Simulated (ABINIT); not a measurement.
## Quasiparticle gap of NaI (Fm-3m) in ABINIT

Wanted: ground state, empty states, screening and self-energy for NaI (Fm-3m).

Main program and level: ABINIT 10.8.3; PBE and many-body steps on it, plane waves.

### Step 1. Starting point

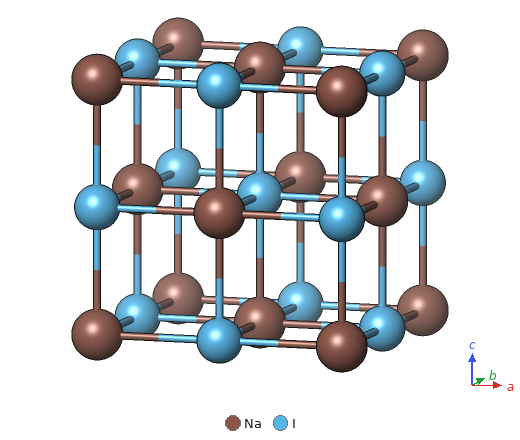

The starting structure, seen slightly off an axis (sodium brown, iodine blue). This picture shows the conventional cell, with its axes. Some periodic images of atoms are drawn too.

The cell and positions come from the Crystallography Open Database and are kept as given unless a step says otherwise. Spin-orbit coupling is left out unless a step names it.

### Step 2. Ground state

This step: ABINIT 10.8.3; DFT, PBE, plane waves, norm-conserving pseudopotentials.

The ground-state density comes first.

File run.abi:

```
acell 3*1.0 Angstrom
rprim 
  0.000000000000 3.236400000000 3.236400000000
  3.236400000000 -0.000000000000 3.236400000000
  3.236400000000 3.236400000000 -0.000000000000
ntypat 2
znucl 11 53
natom 2
typat 1 2
xred 
  0.000000000000 0.000000000000 0.000000000000
  0.500000000000 0.500000000000 0.500000000000
pp_dirpath "pseudos"
pseudos "Na.upf, I.upf"
ecut 38
ngkpt 6 6 6
nshiftk 1
shiftk 0 0 0
kptopt 1
chksymbreak 0
nband 13
occopt 1
tolvrs 1e-10
nstep 60
prtwf 0
optforces 0
optstress 0
indata_prefix "in"
outdata_prefix "out"
tmpdata_prefix "tmp"
```

Run with:

```
$ OMP_NUM_THREADS=1 mpirun -n 8 abinit run.abi > log
```

Numbers of over 12 decimals in the logs are rounded to 6 here.

Output:

```text
.Version 10.8.3 of ABINIT. v10.8.2 released Aug 2026.

 Symmetries : space group Fm -3 m (#225); Bravais cF (face-center cubic)
================================================================================
 Values of the parameters that define the memory need of the present run
     intxc =       0    ionmov =       0      iscf =       7    lmnmax =       6
     lnmax =       6     mgfft =      50  mpssoang =       3    mqgrid =    3001
     natom =       2  nloc_mem =       1    nspden =       1   nspinor =       1
    nsppol =       1      nsym =      48    n1xccc =    2501    ntypat =       2
    occopt =       1   xclevel =       2
-    mband =          13        mffmem =           1         mkmem =           2
       mpw =        5132          nfft =      125000          nkpt =          16
================================================================================
  Rough estimation (10% accuracy) of disk space for files :
================================================================================

--------------------------------------------------------------------------------
------------- Echo of variables that govern the present computation ------------
--------------------------------------------------------------------------------
 -outvars: echo values of preprocessed input variables --------
            acell      1.8897261259E+00  1.8897261259E+00  1.8897261259E+00 Bohr

      chksymbreak           0
             ecut      3.80000000E+01 Hartree
-          fftalg         312

              ixc     -101130
              kpt      0.00000000E+00  0.00000000E+00  0.00000000E+00
                       1.66666667E-01  0.00000000E+00  0.00000000E+00
                       3.33333333E-01  0.00000000E+00  0.00000000E+00
                       5.00000000E-01  0.00000000E+00  0.00000000E+00
                       1.66666667E-01  1.66666667E-01  0.00000000E+00
                       3.33333333E-01  1.66666667E-01  0.00000000E+00
                       5.00000000E-01  1.66666667E-01  0.00000000E+00
                      -3.33333333E-01  1.66666667E-01  0.00000000E+00
                      -1.66666667E-01  1.66666667E-01  0.00000000E+00
   [... 5 further rows ...]
                      -3.33333333E-01  3.33333333E-01  1.66666667E-01
                      -3.33333333E-01  5.00000000E-01  1.66666667E-01
         kptrlatt        6    0    0      0    6    0      0    0    6
          kptrlen      5.18952141E+01
P           mkmem           2
            natom           2
            nband          13
            ngfft          50      50      50
             nkpt          16
            nstep          60
             nsym          48
           ntypat           2
              occ      2.000000  2.000000  2.000000  2.000000  2.000000  2.000000
                       2.000000  2.000000  0.000000  0.000000  0.000000  0.000000
                       0.000000
        optforces           0
        optstress           0
            prtwf           0
            rprim      0.0000000000E+00  3.2364000000E+00  3.2364000000E+00
[...]
spgroup         225

           tolvrs      1.00000000E-10

             xred      0.0000000000E+00  0.0000000000E+00  0.0000000000E+00
[...]
znucl       11.00000   53.00000

================================================================================

 chkinp: Checking input parameters for consistency.

================================================================================
== DATASET  1 ==================================================================
-   mpi_nproc: 8, omp_nthreads: 1 (-1 if OMP is not activated)

--- !DatasetInfo
iteration_state: {dtset: 1, }
dimensions: {natom: 2, nkpt: 16, mband: 13, nsppol: 1, nspinor: 1, nspden: 1, mpw: 5132, }
cutoff_energies: {ecut:  38.0, pawecutdg:  -1.0, }
electrons: {nelect:   1.60000000E+01, charge:   0.00000000E+00, occopt:   1.00000000E+00, tsmear:   1.00000000E-02, }

 Real(R)+Recip(G) space primitive vectors, cartesian coordinates (Bohr,Bohr^-1):
 R(1)=  0.0000000  6.1159096  6.1159096  G(1)= -0.0817540  0.0817540  0.0817540
 R(2)=  6.1159096  0.0000000  6.1159096  G(2)=  0.0817540 -0.0817540  0.0817540
 R(3)=  6.1159096  6.1159096  0.0000000  G(3)=  0.0817540  0.0817540 -0.0817540
 Unit cell volume ucvol=  4.5752326E+02 bohr^3
 Angles (23,13,12)=  6.00000000E+01  6.00000000E+01  6.00000000E+01 degrees

 getcut: wavevector=  0.0000  0.0000  0.0000  ngfft=  50  50  50
         ecut(hartree)=     38.000   => boxcut(ratio)=   2.08406

--- Pseudopotential description ------------------------------------------------
- Na Generated using ONCVPSP code by D. R. Hamann
- 11.00000   9.00000  171031                  znucl, zion, pspdat
12 -101130 1 -1 1992                          pspcod,pspxc,lmax,lloc,mmax
     nproj     2     2     0
  pspatm : epsatm=    9.36084378
         --- l  ekb(1:nproj) -->
[...]
pspatm: atomic psp has been read  and splines computed

- I Generated using ONCVPSP code by D. R. Hamann
- 53.00000   7.00000  171031                  znucl, zion, pspdat
12 -101130 2 -1 1196                          pspcod,pspxc,lmax,lloc,mmax
     nproj     2     2     2
  pspatm : epsatm=   19.17056757
         --- l  ekb(1:nproj) -->
[...]
2    4.134838    0.711910
 pspatm: atomic psp has been read  and splines computed

   4.56502582E+02                                ecore*ucvol(ha*bohr**3)
--------------------------------------------------------------------------------

_setup2: Arith. and geom. avg. npw (full set) are    5114.764    5114.744

================================================================================

--- !BeginCycle
iteration_state: {dtset: 1, }
solver: {iscf: 7, nstep: 60, nline: 4, wfoptalg: 0, }
tolerances: {tolvrs: 1.00E-10, }

     iter   Etot(hartree)      deltaE(h)  residm     vres2
 ETOT  1  -58.692638720078    -5.869E+01 1.258E-01 5.084E+01
 ETOT  2  -58.744823732631    -5.219E-02 1.320E-03 4.559E+00
 ETOT  3  -58.745242968588    -4.192E-04 6.984E-04 3.654E-01
 ETOT  4  -58.745295115316    -5.215E-05 2.142E-04 1.201E-01
 ETOT  5  -58.745301252663    -6.137E-06 3.840E-05 4.086E-03
 ETOT  6  -58.745301407824    -1.552E-07 9.883E-06 3.491E-05
 ETOT  7  -58.745301409684    -1.860E-09 5.938E-06 5.958E-07
 ETOT  8  -58.745301409714    -3.070E-11 1.628E-06 1.205E-08
 ETOT  9  -58.745301409721    -7.184E-12 1.040E-06 5.867E-11

 At SCF step    9       vres2   =  5.87E-11 < tolvrs=  1.00E-10 =>converged.

--- !ResultsGS
iteration_state: {dtset: 1, }
comment   : Summary of ground state results
lattice_vectors:
- [  0.0000000,   6.1159096,   6.1159096, ]
- [  6.1159096,  -0.0000000,   6.1159096, ]
- [  6.1159096,   6.1159096,  -0.0000000, ]
lattice_lengths: [   8.64920,    8.64920,    8.64920, ]
lattice_angles: [ 60.000,  60.000,  60.000, ] # degrees, (23, 13, 12)
lattice_volume:   4.5752326E+02
convergence: {deltae: -7.184E-12, res2:  5.867E-11, residm:  1.040E-06, diffor:  0.000E+00, }
etotal    :  -5.87453014E+01
entropy   :   0.00000000E+00
fermie    :   3.93791755E-03
cartesian_stress_tensor: null
pressure_GPa: null
xred      :
- [  0.0000E+00,   0.0000E+00,   0.0000E+00, Na]
- [  5.0000E-01,   5.0000E-01,   5.0000E-01,  I]
cartesian_forces: null
force_length_stats: {min: null, max: null, mean: null, }

 Integrated electronic density in atomic spheres:
 ------------------------------------------------
 Atom  Sphere_radius  Integrated_density
    1        2.00000          7.92586470
    2        2.00000          2.89468568
================================================================================

 ----iterations are completed or convergence reached----

 Mean square residual over all n,k,spin=   53.812E-10; max=  10.403E-07
 reduced coordinates (array xred) for    2 atoms
       0.000000000000      0.000000000000      0.000000000000
       0.500000000000      0.500000000000      0.500000000000
 rms dE/dt=  0.0000E+00; max dE/dt=  0.0000E+00; dE/dt below (all hartree)
    1       0.000000000000      0.000000000000      0.000000000000
    2       0.000000000000      0.000000000000      0.000000000000

 cartesian coordinates (angstrom) at end:
    1      0.000000     0.000000     0.000000
    2      3.236400     3.236400     3.236400
 length scales=  1.889726125908  1.889726125908  1.889726125908 bohr
              =  1.000000000000  1.000000000000  1.000000000000 angstroms
 prteigrs : about to open file out_EIG
 Fermi (or HOMO) energy (hartree) =   0.00394   Average Vxc (hartree)=  -0.28324
 Eigenvalues (hartree) for nkpt=  16  k points:
 kpt#   1, nband= 13, wtk=  0.00463, kpt=  0.0000  0.0000  0.0000 (reduced coord)
  -1.85343   -0.82153   -0.82153   -0.82153   -0.40100    0.00394    0.00394    0.00394
   0.13768    0.29667    0.29667    0.29667    0.36509
 prteigrs : prtvol=0 or 1, do not print more k-points.

--- !EnergyTerms
iteration_state     : {dtset: 1, }
comment             : Components of total free energy in Hartree
kinetic             :  3.10131720656142E+01
hartree             :  2.14406273945247E+01
xc                  : -1.08883117766649E+01
Ewald energy        : -2.99766697443574E+01
psp_core            :  9.97769128881818E-01
local_psp           : -5.84334883707113E+01
non_local_psp       : -1.28984001070086E+01
total_energy        : -5.87453014097215E+01
total_energy_eV     : -1.59854108679650E+03
band_energy         : -9.60171861350779E+00

== END DATASET(S) ==============================================================
================================================================================

 -outvars: echo values of variables after computation  --------
           etotal     -5.8745301410E+01
            nband          13
             nkpt          16
          spgroup         225
 [... the other variables as echoed above ...]

 Calculation completed.
```

Elapsed: 6.1 s, on 8 MPI ranks of Arm Neoverse V2, shared host; peak memory 0.76 GiB; 48 s of CPU time.

Numbers from this step:

```
total energy               : -1598.5411 eV
gap                        : 3.639 eV
k of the valence top       : 0, 0, 0
k of the conduction bottom : 0, 0, 0
least direct gap           : 3.639 eV
```

The gap is direct, at Γ.

### Step 3. Bands along the symmetry lines

Levels along a band path, at the cheap level, show where the edges lie and whether the meshes to come will hold them.

File run.abi:

```
acell 3*1.0 Angstrom
rprim 
  0.000000000000 3.236400000000 3.236400000000
  3.236400000000 -0.000000000000 3.236400000000
  3.236400000000 3.236400000000 -0.000000000000
ntypat 2
znucl 11 53
natom 2
typat 1 2
xred 
  0.000000000000 0.000000000000 0.000000000000
  0.500000000000 0.500000000000 0.500000000000
pp_dirpath "pseudos"
pseudos "Na.upf, I.upf"
ecut 38
iscf -2
irdden 1
kptopt 0
nkpt 50
kpt 
  0.00000000 0.00000000 0.00000000
  0.06250000 0.00000000 0.06250000
  0.12500000 0.00000000 0.12500000
  0.18750000 0.00000000 0.18750000
  0.25000000 0.00000000 0.25000000
  0.31250000 0.00000000 0.31250000
  0.37500000 0.00000000 0.37500000
  0.43750000 0.00000000 0.43750000
  0.50000000 0.00000000 0.50000000
  0.51562500 0.03125000 0.51562500
  0.53125000 0.06250000 0.53125000
  0.54687500 0.09375000 0.54687500
  0.56250000 0.12500000 0.56250000
  0.57812500 0.15625000 0.57812500
  0.59375000 0.18750000 0.59375000
  0.60937500 0.21875000 0.60937500
  0.62500000 0.25000000 0.62500000
  0.37500000 0.37500000 0.75000000
  0.32812500 0.32812500 0.65625000
  0.28125000 0.28125000 0.56250000
  0.23437500 0.23437500 0.46875000
  0.18750000 0.18750000 0.37500000
  0.14062500 0.14062500 0.28125000
  0.09375000 0.09375000 0.18750000
  0.04687500 0.04687500 0.09375000
  0.00000000 0.00000000 0.00000000
  0.06250000 0.06250000 0.06250000
  0.12500000 0.12500000 0.12500000
  0.18750000 0.18750000 0.18750000
  0.25000000 0.25000000 0.25000000
  0.31250000 0.31250000 0.31250000
  0.37500000 0.37500000 0.37500000
  0.43750000 0.43750000 0.43750000
  0.50000000 0.50000000 0.50000000
  0.50000000 0.46875000 0.53125000
  0.50000000 0.43750000 0.56250000
  0.50000000 0.40625000 0.59375000
  0.50000000 0.37500000 0.62500000
  0.50000000 0.34375000 0.65625000
  0.50000000 0.31250000 0.68750000
  0.50000000 0.28125000 0.71875000
  0.50000000 0.25000000 0.75000000
  0.50000000 0.21875000 0.71875000
  0.50000000 0.18750000 0.68750000
  0.50000000 0.15625000 0.65625000
  0.50000000 0.12500000 0.62500000
  0.50000000 0.09375000 0.59375000
  0.50000000 0.06250000 0.56250000
  0.50000000 0.03125000 0.53125000
  0.50000000 0.00000000 0.50000000
istwfk *1
nband 15
nbdbuf 2
tolwfr 1e-08
nstep 40
prtwf 0
prtvol 0
indata_prefix "in"
outdata_prefix "out"
tmpdata_prefix "tmp"
```

Output:

```text
.Version 10.8.3 of ABINIT. v10.8.2 released Aug 2026.

 Symmetries : space group Fm -3 m (#225); Bravais cF (face-center cubic)
[... echo of the input left out ...]
== DATASET  1 ==================================================================
-   mpi_nproc: 8, omp_nthreads: 1 (-1 if OMP is not activated)

--- !DatasetInfo
iteration_state: {dtset: 1, }
dimensions: {natom: 2, nkpt: 50, mband: 15, nsppol: 1, nspinor: 1, nspden: 1, mpw: 5142, }
cutoff_energies: {ecut:  38.0, pawecutdg:  -1.0, }
electrons: {nelect:   1.60000000E+01, charge:   0.00000000E+00, occopt:   1.00000000E+00, tsmear:   1.00000000E-02, }

 Real(R)+Recip(G) space primitive vectors, cartesian coordinates (Bohr,Bohr^-1):
 R(1)=  0.0000000  6.1159096  6.1159096  G(1)= -0.0817540  0.0817540  0.0817540
 R(2)=  6.1159096  0.0000000  6.1159096  G(2)=  0.0817540 -0.0817540  0.0817540
 R(3)=  6.1159096  6.1159096  0.0000000  G(3)=  0.0817540  0.0817540 -0.0817540
 Unit cell volume ucvol=  4.5752326E+02 bohr^3
 Angles (23,13,12)=  6.00000000E+01  6.00000000E+01  6.00000000E+01 degrees

 getcut: wavevector=  0.0000  0.0000  0.0000  ngfft=  50  50  50
         ecut(hartree)=     38.000   => boxcut(ratio)=   2.08406

--- Pseudopotential description ------------------------------------------------
- Na Generated using ONCVPSP code by D. R. Hamann
- 11.00000   9.00000  171031                  znucl, zion, pspdat
12 -101130 1 -1 1992                          pspcod,pspxc,lmax,lloc,mmax
     nproj     2     2     0
  pspatm : epsatm=    9.36084378
         --- l  ekb(1:nproj) -->
             0    2.667291   -0.676599
             1   -6.743718   -2.407365
 pspatm: atomic psp has been read  and splines computed

- I Generated using ONCVPSP code by D. R. Hamann
- 53.00000   7.00000  171031                  znucl, zion, pspdat
12 -101130 2 -1 1196                          pspcod,pspxc,lmax,lloc,mmax
     nproj     2     2     2
  pspatm : epsatm=   19.17056757
         --- l  ekb(1:nproj) -->
             0    5.955518    0.916455
[...]
pspatm: atomic psp has been read  and splines computed

--------------------------------------------------------------------------------

================================================================================
 prteigrs : about to open file out_EIG
 Non-SCF case, kpt    1 (  0.00000  0.00000  0.00000), residuals and eigenvalues=
  2.33E-09  1.48E-09  2.53E-09  6.10E-09  9.21E-10  7.43E-10  4.03E-09  6.45E-09
  4.98E-09  2.75E-09  2.88E-09  3.05E-09  7.98E-09  4.77E-08  3.42E-08
 -1.8534E+00 -8.2153E-01 -8.2153E-01 -8.2153E-01 -4.0100E-01  3.9379E-03
  3.9379E-03  3.9379E-03  1.3768E-01  2.9667E-01  2.9667E-01  2.9667E-01
[...]
Non-SCF case, kpt    2 (  0.06250  0.00000  0.06250), residuals and eigenvalues=
  6.72E-09  5.62E-09  1.21E-09  1.90E-09  1.78E-09  1.77E-09  6.32E-10  5.44E-09
[...]
3.40E-09  1.00E-09  3.82E-09  8.42E-09  2.05E-09  9.41E-09  2.51E-09  8.74E-09
  7.20E-10  3.91E-09  1.81E-09  7.15E-09  4.31E-09  5.42E-09  3.63E-04
[...]
Non-SCF case, kpt   49 (  0.50000  0.03125  0.53125), residuals and eigenvalues=
[...]
Non-SCF case, kpt   50 (  0.50000  0.00000  0.50000), residuals and eigenvalues=
[...]
-1.8534E+00 -8.2168E-01 -8.2159E-01 -8.2159E-01 -3.8669E-01 -6.5920E-02
 -2.3368E-02 -2.3368E-02  1.6920E-01  2.0857E-01  3.6696E-01  4.2148E-01
[...]
--- !ResultsGS
iteration_state: {dtset: 1, }
comment   : Summary of ground state results
lattice_vectors:
- [  0.0000000,   6.1159096,   6.1159096, ]
- [  6.1159096,  -0.0000000,   6.1159096, ]
- [  6.1159096,   6.1159096,  -0.0000000, ]
lattice_lengths: [   8.64920,    8.64920,    8.64920, ]
lattice_angles: [ 60.000,  60.000,  60.000, ] # degrees, (23, 13, 12)
lattice_volume:   4.5752326E+02
convergence: {deltae:  0.000E+00, res2:  0.000E+00, residm:  9.994E-09, diffor:  0.000E+00, }
etotal    :  -5.87453014E+01
entropy   :   0.00000000E+00
fermie    :   3.93791755E-03
cartesian_stress_tensor: null
pressure_GPa: null
xred      :
- [  0.0000E+00,   0.0000E+00,   0.0000E+00, Na]
- [  5.0000E-01,   5.0000E-01,   5.0000E-01,  I]
cartesian_forces: null
force_length_stats: {min: null, max: null, mean: null, }

 Integrated electronic density in atomic spheres:
 ------------------------------------------------
 Atom  Sphere_radius  Integrated_density
[...]
================================================================================

 ----iterations are completed or convergence reached----

 Mean square residual over all n,k,spin=   41.929E-10; max=  99.939E-10
 reduced coordinates (array xred) for    2 atoms
       0.000000000000      0.000000000000      0.000000000000
       0.500000000000      0.500000000000      0.500000000000

 cartesian coordinates (angstrom) at end:
    1      0.000000     0.000000     0.000000
    2      3.236400     3.236400     3.236400
 length scales=  1.889726125908  1.889726125908  1.889726125908 bohr
              =  1.000000000000  1.000000000000  1.000000000000 angstroms
 prteigrs : about to open file out_EIG
 Eigenvalues (hartree) for nkpt=  50  k points:
 kpt#   1, nband= 15, wtk=  1.00000, kpt=  0.0000  0.0000  0.0000 (reduced coord)
[...]
kpt#   2, nband= 15, wtk=  1.00000, kpt=  0.0625  0.0000  0.0625 (reduced coord)
[...]
kpt#   3, nband= 15, wtk=  1.00000, kpt=  0.1250  0.0000  0.1250 (reduced coord)
[...]
kpt#  49, nband= 15, wtk=  1.00000, kpt=  0.5000  0.0313  0.5313 (reduced coord)
  -1.85343   -0.82168   -0.82159   -0.82159   -0.38667   -0.06561   -0.02393   -0.02365
   0.17051    0.20991    0.36492    0.40718    0.42189    0.44584    0.49704
 kpt#  50, nband= 15, wtk=  1.00000, kpt=  0.5000  0.0000  0.5000 (reduced coord)
  -1.85343   -0.82168   -0.82159   -0.82159   -0.38669   -0.06592   -0.02337   -0.02337
   0.16920    0.20857    0.36696    0.42148    0.42148    0.43439    0.49751

== END DATASET(S) ==============================================================
================================================================================

 -outvars: echo values of variables after computation  --------
            nband          15
             nkpt          50
          spgroup         225
 [... the other variables as echoed above ...]

 Calculation completed.
```

The job ended after 8.1 s (8 MPI ranks; peak memory 0.58 GiB).

Numbers from this step:

```yaml
gap: 3.639 eV
k_of_the_valence_top: 0, 0, 0
k_of_the_conduction_bottom: 0, 0, 0
least_direct_gap: 3.639 eV
```

The gap is 3.639 eV, as in the run before at this level.

The electronic bands at the labelled points (eV, zero at the top of the highest filled band; v1 is the highest filled band, c1 the lowest empty one):

```csv
point,v4,v3,v2,v1,c1,c2,c3,c4
Γ,-11.02,0.00,0.00,0.00,3.64,7.97,7.97,7.97
X,-10.63,-1.90,-0.74,-0.74,4.50,5.57,9.88,11.36
U,-10.63,-1.64,-1.34,-0.60,5.22,6.70,8.71,9.26
jump to K,-10.63,-1.64,-1.34,-0.60,5.22,6.70,8.71,9.26
Γ,-11.02,0.00,0.00,0.00,3.64,7.97,7.97,7.97
L,-10.71,-2.18,-0.28,-0.28,5.10,7.47,7.47,8.75
W,-10.62,-1.41,-1.41,-0.93,5.83,7.50,7.50,7.94
X,-10.63,-1.90,-0.74,-0.74,4.50,5.57,9.88,11.36
```

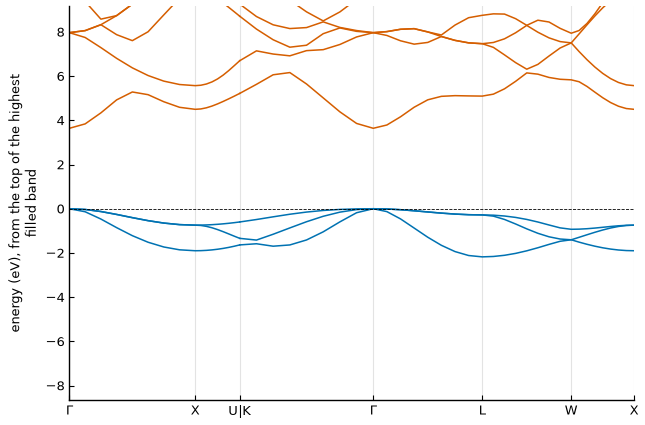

Electronic bands along the path; lines of filled and empty bands in two colours.

(Part 1 of 2 ends here.)

[Paths, hosts, dates, memory and timing lines, banners, echoed tables and standing remarks are left out of the program output.]

[Logs are printed without paths, hosts, clocks, repeated set-up lines and the standing remarks that a program may print on its own settings, such as how far it seeks lower states.]

[Runs of the session that timed out or met a known fault of the program may be left out.]

[Hosts, paths, dates, database ids (printed as entryN), source tags and the programs' standing remarks are cut or masked in the printed files.]

[G0W0 gaps are taken among the corrected bands and points alone; a level outside them can change the order at an edge.]

[Where Ansatz stands beside ABINIT at settings called matched, ABINIT's density can come from a denser mesh and the files from another edition; pairs whose starting gaps differed by over 0.03 eV were left out, so agreement reads better than it is.]
